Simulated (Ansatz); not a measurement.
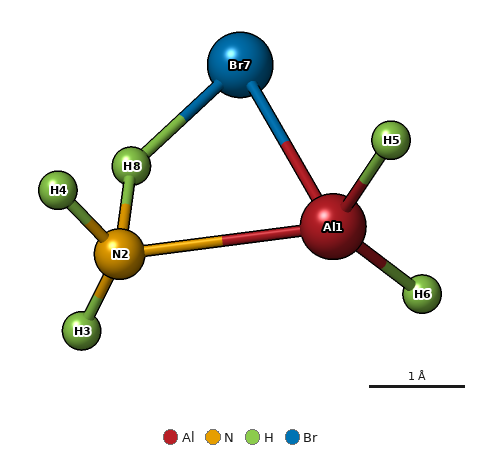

Fig. 1: The input geometry (ball-and-stick view, seen at a tilt; atoms are numbered from 1 in the order of the input). Sticks mark near contacts. Bond lengths as drawn: Al–Br 2.71 Å, Al–H 1.56 Å, Al–N 2.27 Å, Br–H 1.78 Å and H–N 1.06 to 1.29 Å.

Geometry relaxation, with input and output: AlNH₅Br

The run: geometry relaxation of AlNH₅Br. Method and program: RHF/def2-SVP (Ansatz 0.2.0).

The input holds or restrains some coordinates. Forces given for the steps count only the free coordinates. It belongs to a series of runs on one base structure; here: pulled along the bonds that form and break, towards end A. Figures and captions count atoms from 1; the log counts them from 0 in places.

**Input**
```yaml
crystal:
  periodic: [false, false, false]
  atoms:
    - { symbol: Al, position_ang: [0.0, 0.0, 0.0] }
    - { symbol: "N", position_ang: [0.0, 0.0, 2.27] }
    - { symbol: H, position_ang: [-0.877, -0.2713, 2.8] }
    - { symbol: H, position_ang: [0.877, 0.2713, 2.8] }
    - { symbol: H, position_ang: [1.351, 0.0, -0.78] }
    - { symbol: H, position_ang: [-1.351, 0.0, -0.78] }
    - { symbol: Br, position_ang: [-0.339, 2.5493, 0.8545] }
    - { symbol: H, position_ang: [-0.1688, 1.2694, 2.0782] }
basis:
  gaussian: { orbitals: def2-SVP }
hamiltonian:
  xc: hf
relax:
  f_tol: 0.15
  max_steps: 25
  restrain:
    - { distance: [0, 6], at: 3.61, k: 30.0 }
    - { distance: [7, 1], at: 2.26, k: 30.0 }
    - { distance: [0, 1], at: 1.92, k: 30.0 }
    - { distance: [7, 6], at: 1.55, k: 30.0 }
output:
  orbitals: {}
```

Hardware: 1 thread of Arm Neoverse V1, 24 GiB of memory available, shared host.

Run as:
```bash
ansatz run input.yaml --threads 1 --pin off --max-ram 2048MiB --backend cpu --events-out ev --progress --plain --runs-dir out
```

**The program's output**
```
The last accepted step is kept in [file] (removed where the run ends without a failure and the disk answers)
Engine: ansatz 0.2.0, aarch64-unknown-linux-gnu
Functional definition: HF
  exchange = exact_x
  correlation = 0
936 factors; integrals over basis functions are off by at most 3.1e-4 eV
mean field evaluation 1: about -78129.0586 eV, gradient 2.5e1 eV
mean field evaluation 2: about -78129.0911 eV, gradient 2.5e1 eV
mean field evaluation 4: about -78130.7498 eV, gradient 2.5e0 eV
mean field evaluation 8: about -78130.7752 eV, gradient 1.7e-1 eV
mean field -78130.77535715 eV, -2871.2530354335 hartree, gradient 1.8e-5 eV, S^2 0.000000; 0 other end points of the search recorded, 0 dependent functions left out
the calculation of the forces begins
reference -78130.77535715 eV, -2871.2530354335 hartree; 30, 30 occupied and 59, 59 virtual orbitals, 936 factors
relax step   1: F+E_penalty+E_count = -78130.77535715 eV  Δ(F+E_penalty+E_count) = +0.000e0 eV  max|allowed force component| = 3.834e0 eV/Å  E_restraint = 28.74643873 eV  max|allowed force component, restraints' pulls added| = 2.967e1 eV/Å  Δτ_max = 0.0000 Å  (34 SCF iters, accepted)
  distance Al 0 - Br 6 = 2.7100 Å
  distance H 7 - N 1 = 1.2949 Å
  distance Al 0 - N 1 = 2.2700 Å
  distance H 7 - Br 6 = 1.7789 Å
these checks for a lower state are left out or cut short: starts, cluster_reference, orbital_swaps, neighbouring_geometries, increment
936 factors; integrals over basis functions are off by at most 3.5e-4 eV
mean field evaluation 16: about -78130.0604 eV, gradient 7.8e-3 eV
mean field -78130.06039120 eV, -2871.2267609195 hartree, gradient 2.4e-5 eV, S^2 0.000000; 0 other end points of the search recorded, 0 dependent functions left out
the calculation of the forces begins
reference -78130.06039120 eV, -2871.2267609195 hartree; 30, 30 occupied and 59, 59 virtual orbitals, 936 factors
relax step   2: F+E_penalty+E_count = -78130.06039120 eV  Δ(F+E_penalty+E_count) = +7.150e-1 eV  max|allowed force component| = 2.426e0 eV/Å  E_restraint = 12.92922639 eV  max|allowed force component, restraints' pulls added| = 2.285e1 eV/Å  Δτ_max = 0.1949 Å  (33 SCF iters, accepted)
  distance Al 0 - Br 6 = 3.0498 Å
  distance H 7 - N 1 = 1.5780 Å
  distance Al 0 - N 1 = 2.1715 Å
  distance H 7 - Br 6 = 1.6902 Å
these checks for a lower state are left out or cut short: starts, cluster_reference, orbital_swaps, neighbouring_geometries, increment
936 factors; integrals over basis functions are off by at most 5.8e-4 eV
mean field -78130.13750167 eV, -2871.2295946772 hartree, gradient 1.9e-5 eV, S^2 0.000000; 0 other end points of the search recorded, 0 dependent functions left out
the calculation of the forces begins
reference -78130.13750167 eV, -2871.2295946772 hartree; 30, 30 occupied and 59, 59 virtual orbitals, 936 factors
relax step   3: F+E_penalty+E_count = -78130.13750167 eV  Δ(F+E_penalty+E_count) = -7.711e-2 eV  max|allowed force component| = 2.037e0 eV/Å  E_restraint = 3.80059326 eV  max|allowed force component, restraints' pulls added| = 1.223e1 eV/Å  Δτ_max = 0.1949 Å  (32 SCF iters, accepted)
  distance Al 0 - Br 6 = 3.2805 Å
  distance H 7 - N 1 = 1.9089 Å
  distance Al 0 - N 1 = 2.0659 Å
  distance H 7 - Br 6 = 1.5651 Å
these checks for a lower state are left out or cut short: starts, cluster_reference, orbital_swaps, neighbouring_geometries, increment
936 factors; integrals over basis functions are off by at most 7.7e-4 eV
mean field evaluation 32: about -78130.7595 eV, gradient 2.0e-5 eV
mean field -78130.75953112 eV, -2871.2524538377 hartree, gradient 2.0e-5 eV, S^2 0.000000; 0 other end points of the search recorded, 0 dependent functions left out
the calculation of the forces begins
reference -78130.75953112 eV, -2871.2524538377 hartree; 30, 30 occupied and 59, 59 virtual orbitals, 936 factors
relax step   4: F+E_penalty+E_count = -78130.75953112 eV  Δ(F+E_penalty+E_count) = -6.220e-1 eV  max|allowed force component| = 1.640e0 eV/Å  E_restraint = 0.32300905 eV  max|allowed force component, restraints' pulls added| = 3.932e0 eV/Å  Δτ_max = 0.1945 Å  (30 SCF iters, accepted)
  distance Al 0 - Br 6 = 3.5012 Å
  distance H 7 - N 1 = 2.1950 Å
  distance Al 0 - N 1 = 1.9411 Å
  distance H 7 - Br 6 = 1.4790 Å
these checks for a lower state are left out or cut short: starts, cluster_reference, orbital_swaps, neighbouring_geometries, increment
936 factors; integrals over basis functions are off by at most 7.7e-4 eV
mean field -78131.40386164 eV, -2871.2761325477 hartree, gradient 1.5e-5 eV, S^2 0.000000; 0 other end points of the search recorded, 0 dependent functions left out
the calculation of the forces begins
reference -78131.40386164 eV, -2871.2761325477 hartree; 30, 30 occupied and 59, 59 virtual orbitals, 936 factors
relax step   5: F+E_penalty+E_count = -78131.40386164 eV  Δ(F+E_penalty+E_count) = -6.443e-1 eV  max|allowed force component| = 1.389e0 eV/Å  E_restraint = 0.09006294 eV  max|allowed force component, restraints' pulls added| = 9.810e-1 eV/Å  Δτ_max = 0.1946 Å  (30 SCF iters, accepted)
  distance Al 0 - Br 6 = 3.5884 Å
  distance H 7 - N 1 = 2.2673 Å
  distance Al 0 - N 1 = 1.8744 Å
  distance H 7 - Br 6 = 1.4916 Å
these checks for a lower state are left out or cut short: starts, cluster_reference, orbital_swaps, neighbouring_geometries, increment
936 factors; integrals over basis functions are off by at most 7.3e-4 eV
mean field -78131.53185871 eV, -2871.2808363533 hartree, gradient 1.9e-5 eV, S^2 0.000000; 0 other end points of the search recorded, 0 dependent functions left out
the calculation of the forces begins
reference -78131.53185871 eV, -2871.2808363533 hartree; 30, 30 occupied and 59, 59 virtual orbitals, 936 factors
relax step   6: F+E_penalty+E_count = -78131.53185871 eV  Δ(F+E_penalty+E_count) = -1.280e-1 eV  max|allowed force component| = 1.663e0 eV/Å  E_restraint = 0.08020219 eV  max|allowed force component, restraints' pulls added| = 3.958e-1 eV/Å  Δτ_max = 0.1999 Å  (30 SCF iters, accepted)
  distance Al 0 - Br 6 = 3.6148 Å
  distance H 7 - N 1 = 2.2536 Å
  distance Al 0 - N 1 = 1.8703 Å
  distance H 7 - Br 6 = 1.4969 Å
these checks for a lower state are left out or cut short: starts, cluster_reference, orbital_swaps, neighbouring_geometries, increment
936 factors; integrals over basis functions are off by at most 7.8e-4 eV
mean field -78131.57522745 eV, -2871.2824301249 hartree, gradient 1.0e-5 eV, S^2 0.000000; 0 other end points of the search recorded, 0 dependent functions left out
the calculation of the forces begins
reference -78131.57522745 eV, -2871.2824301249 hartree; 30, 30 occupied and 59, 59 virtual orbitals, 936 factors
relax step   7: F+E_penalty+E_count = -78131.57522745 eV  Δ(F+E_penalty+E_count) = -4.337e-2 eV  max|allowed force component| = 1.603e0 eV/Å  E_restraint = 0.09046393 eV  max|allowed force component, restraints' pulls added| = 1.061e-1 eV/Å  Δτ_max = 0.1735 Å  (31 SCF iters, accepted)
  distance Al 0 - Br 6 = 3.6137 Å
  distance H 7 - N 1 = 2.2536 Å
  distance Al 0 - N 1 = 1.8695 Å
  distance H 7 - Br 6 = 1.4914 Å
936 factors; integrals over basis functions are off by at most 7.8e-4 eV
mean field evaluation 64: about -78131.5751 eV, gradient 1.6e-1 eV
```

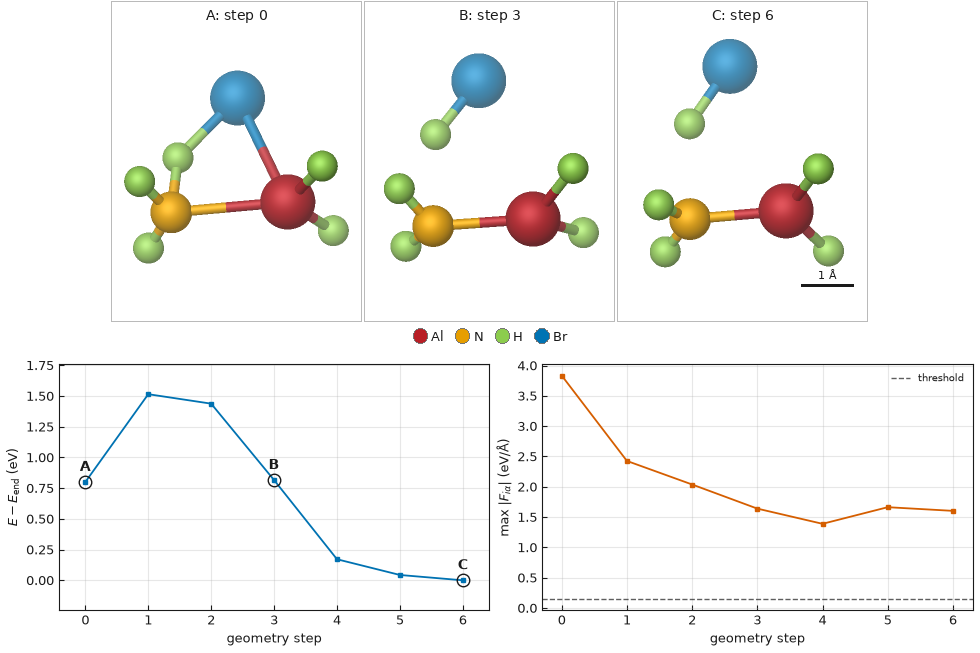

Fig. 2: Frames of the restrained relaxation (ball-and-stick view, seen at a tilt) above the curves, on which the letters mark them (the first geometry is step 0 here and step 1 in the log).

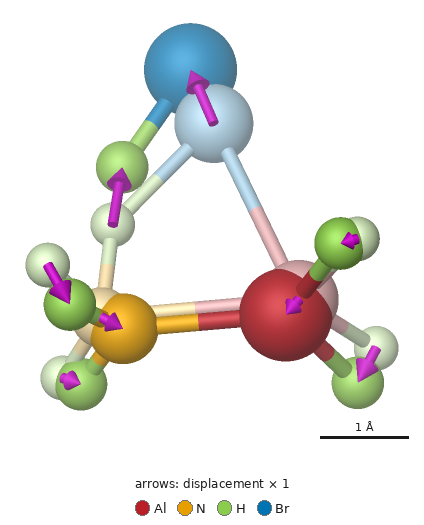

Fig. 3: Start (faint) and end (solid) with the displacements as pink arrows, at true length (ball-and-stick view, seen at a tilt). The two geometries are laid on each other by the best rigid fit. The energy falls by 0.800 eV in 6 geometry steps. Largest force component: 3.8 eV/Å at the start, 1.6 eV/Å at the end. The atom that moves furthest after the best rigid fit is H8 (0.81 Å). By element the largest moves are H 0.81 Å, Br 0.77 Å, N 0.30 Å, Al 0.25 Å. Distances before and after: N2–H8 1.295 → 2.254 Å, Al1–Br7 2.710 → 3.614 Å, Al1–N2 2.270 → 1.870 Å, Br7–H8 1.779 → 1.491 Å. Bonds break: Al1–Br7 (2.71 → 3.61 Å). Among the angles that change: H3–N2–H4 120.0° → 109.6°, H5–Al1–H6 120.0° → 124.9°, Al1–N2–H3 120.0° → 124.5°. (Atoms are counted from 1 in the order of the input.)

```
mean field -78131.57522745 eV, -2871.2824301249 hartree, gradient 1.0e-5 eV, S^2 0.000000; 1 other end points of the search recorded, 0 dependent functions left out
the calculation of the forces begins
reference -78131.57522745 eV, -2871.2824301249 hartree; 30, 30 occupied and 59, 59 virtual orbitals, 936 factors
Total energy: -78131.57522745 eV, -2871.2824301249 hartree
Atom 0 at     0.029073    -0.189813     0.158830 Å, force    -0.097109    -0.106045     1.538164 eV/Å
Atom 1 at     0.006347    -0.177440     2.028198 Å, force     0.050540     0.155407    -1.602507 eV/Å
Atom 2 at    -0.787369    -0.426688     2.588699 Å, force    -0.035732    -0.044593    -0.056348 eV/Å
Atom 3 at     0.840642    -0.245227     2.578006 Å, force     0.092856    -0.000528     0.081020 eV/Å
Atom 4 at     1.408858    -0.059846    -0.586353 Å, force    -0.005092     0.006391     0.067654 eV/Å
Atom 5 at    -1.354826    -0.417741    -0.547797 Å, force    -0.020664     0.019587    -0.042148 eV/Å
Atom 6 at    -0.368496     3.279764     1.087728 Å, force     0.073020    -1.248448     0.921197 eV/Å
Atom 7 at    -0.282030     2.055691     1.935388 Å, force    -0.057819     1.218229    -0.907031 eV/Å
Dipole moment:     0.052877    -0.364931     0.307609 e Å
```

**Trajectory as extended XYZ (Å, eV, eV/Å), 7 frames, from step=1 to step=7**
```
8
Properties=species:S:1:pos:R:3:forces:R:3 step=1 energy=-78130.77536
Al    0.0000    0.0000    0.0000   -0.1777   2.0796   1.6406
N     0.0000    0.0000    2.2700   -0.4200   3.8340  -0.8727
H    -0.8770   -0.2713    2.8000    2.4551   0.2421  -0.4628
H     0.8770    0.2713    2.8000   -1.8332  -1.8920  -0.3502
H     1.3510    0.0000   -0.7800    0.3100  -0.4944   0.3678
H    -1.3510    0.0000   -0.7800   -0.2704  -0.8105   0.2967
Br   -0.3390    2.5493    0.8545    0.1406   0.7013  -0.8986
H    -0.1688    1.2694    2.0782   -0.2044  -3.6600   0.2791
8
Properties=species:S:1:pos:R:3:forces:R:3 step=2 energy=-78130.06039
Al    0.0187   -0.1662    0.0400   -0.3713   1.6392   2.1021
N     0.0231   -0.1183    2.2109   -0.1699   2.4259  -0.4532
H    -0.8512   -0.2745    2.7899    2.1848   0.0136  -1.0042
H     0.8532    0.2435    2.7869   -1.9915  -1.7168  -1.1557
H     1.3546   -0.0085   -0.7741    0.1674  -0.4771   0.4330
H    -1.3487   -0.0126   -0.7722    0.1721  -0.7183   0.5723
Br   -0.3591    2.7229    0.9408    0.2094  -0.6947   0.7905
H    -0.1983    1.4324    2.0205   -0.2010  -0.4718  -1.2848
8
Properties=species:S:1:pos:R:3:forces:R:3 step=3 energy=-78130.13750
Al    0.0317   -0.2878    0.0941   -0.3965   1.5158   2.0373
N     0.0496   -0.2594    2.1597    0.0546   1.7468   0.3447
H    -0.8250   -0.2769    2.7698    1.9826  -0.2720  -1.5819
H     0.8240    0.2213    2.7613   -1.9921  -1.8927  -1.9195
H     1.3532   -0.0151   -0.7657   -0.0695  -0.5504   0.5824
H    -1.3412   -0.0215   -0.7606    0.4958  -0.7787   0.7786
Br   -0.3734    2.8375    1.0054    0.2086  -1.2694   1.4148
H    -0.2267    1.6206    1.9787   -0.2835   1.5007  -1.6564
8
Properties=species:S:1:pos:R:3:forces:R:3 step=4 energy=-78130.75953
Al    0.0409   -0.3796    0.1698   -0.2818   1.6395   1.1057
N     0.0691   -0.3535    2.1106   -0.1938   1.2007  -0.2687
H    -0.7721   -0.2961    2.7073    0.6821  -0.5276  -1.0768
H     0.7725    0.1570    2.6860   -0.4783  -1.2071  -1.2389
H     1.3438   -0.0424   -0.7342   -0.1662  -0.6290   0.7037
H    -1.3162   -0.0574   -0.7221    0.5081  -0.8307   0.8608
Br   -0.3917    2.9781    1.0627    0.1324  -0.8758   0.9626
H    -0.2542    1.8125    1.9627   -0.2025   1.2299  -1.0483
8
Properties=species:S:1:pos:R:3:forces:R:3 step=5 energy=-78131.40386
Al    0.0359   -0.2641    0.1554   -0.0301   0.2904   1.2519
N     0.0431   -0.3045    2.0293    0.3385   0.7949  -0.3980
H    -0.7643   -0.3691    2.6384    0.1641  -0.1971  -0.5375
H     0.8159    0.0041    2.6307   -0.4667  -0.6214  -0.8344
H     1.4075   -0.1444   -0.6428   -0.1495  -0.1386   0.2903
H    -1.3510   -0.2071   -0.6229    0.1694  -0.2549   0.2548
Br   -0.4135    3.1659    1.1091    0.1542  -1.2621   0.9895
H    -0.2814    1.9379    1.9455   -0.1798   1.3888  -1.0166
8
Properties=species:S:1:pos:R:3:forces:R:3 step=6 energy=-78131.53186
Al    0.0173   -0.2341    0.1375    0.1622   0.2652   1.6630
N     0.0380   -0.1590    2.0062   -0.0902  -0.1401  -1.0943
H    -0.7385   -0.4267    2.5885    0.0447  -0.0110  -0.1561
H     0.8749   -0.1699    2.5716   -0.1672  -0.0027  -0.3046
H     1.4206   -0.1263   -0.5655   -0.0471  -0.0753  -0.0656
H    -1.3798   -0.3441   -0.5767    0.0276  -0.0949   0.0138
Br   -0.2923    3.2373    1.0971   -0.2653  -1.2499   1.0460
H    -0.4480    2.0415    1.9840    0.3353   1.3087  -1.1022
8
Properties=species:S:1:pos:R:3:forces:R:3 step=7 energy=-78131.57523
Al    0.0291   -0.1898    0.1588   -0.0971  -0.1060   1.5382
N     0.0063   -0.1774    2.0282    0.0505   0.1554  -1.6025
H    -0.7874   -0.4267    2.5887   -0.0357  -0.0446  -0.0563
H     0.8406   -0.2452    2.5780    0.0929  -0.0005   0.0810
H     1.4089   -0.0598   -0.5864   -0.0051   0.0064   0.0677
H    -1.3548   -0.4177   -0.5478   -0.0207   0.0196  -0.0421
Br   -0.3685    3.2798    1.0877    0.0730  -1.2484   0.9212
H    -0.2820    2.0557    1.9354   -0.0578   1.2182  -0.9070
```

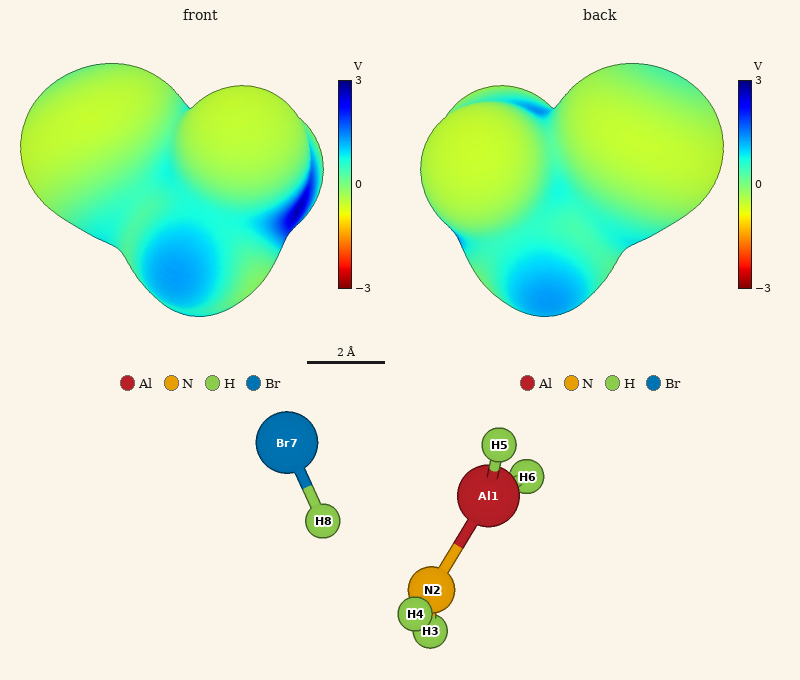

Fig. 4: The molecular electrostatic potential painted on the density surface at 0.001 e/bohr³, seen at a tilt and from behind; the colour scale runs from red (negative) to blue (positive). The bare structure is drawn below in the same view.

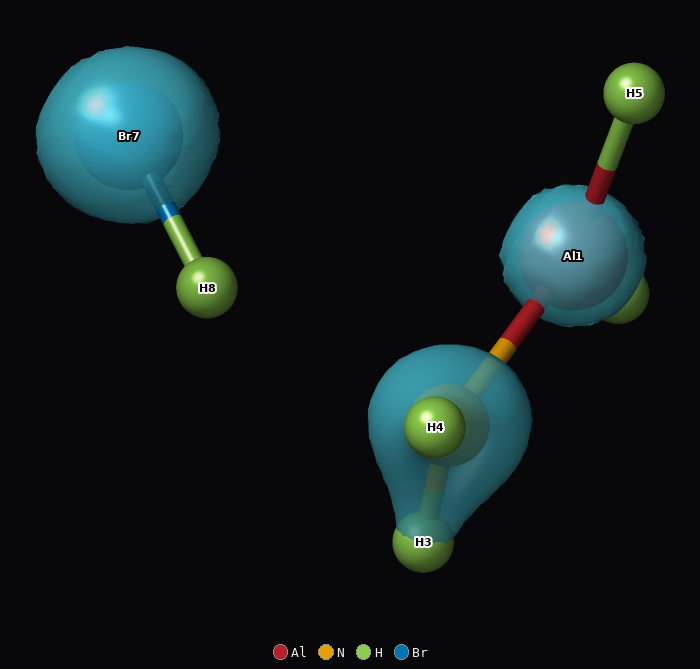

Fig. 5: Isosurface of the electron density at 1.5 e/Å³ (cyan), seen at a tilt. At this value the surface falls into six separate pieces. It is pinched off along the N···H (2.25 Å), Al–N (1.87 Å) and Br–H (1.49 Å) contacts. On the grid the lowest density along these lines, outside the cores, is 0.13 e/Å³ (N···H, 2.25 Å), 0.6 e/Å³ (Al–N, 1.87 Å), 2.3 e/Å³ (N–H, 1.00 Å) and 1.2 e/Å³ (Br–H, 1.49 Å).

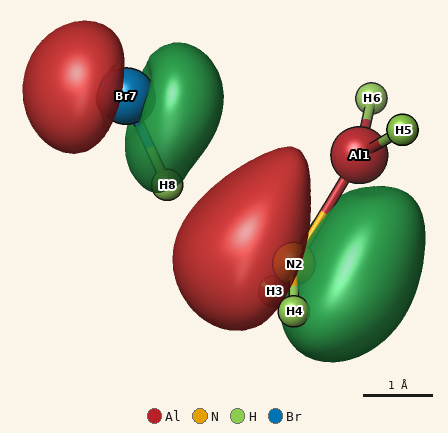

Fig. 6: One frontier orbital at ±0.08 Å⁻³ᐟ² (green and red are the two phases), seen at a tilt. The HOMO, at −10.91 eV.

**Key numbers**

| quantity | value |
| --- | --- |
| outcome | converged under the restraints of the input |
| total energy | −78131.5752 eV |
| mean-field energy | −78131.5752 eV |
| largest force (length of the vector) at the end, held atoms and coordinates included | 1.611 eV/Å |
| wall time | 15 s |
| peak memory | 0.17 GiB |
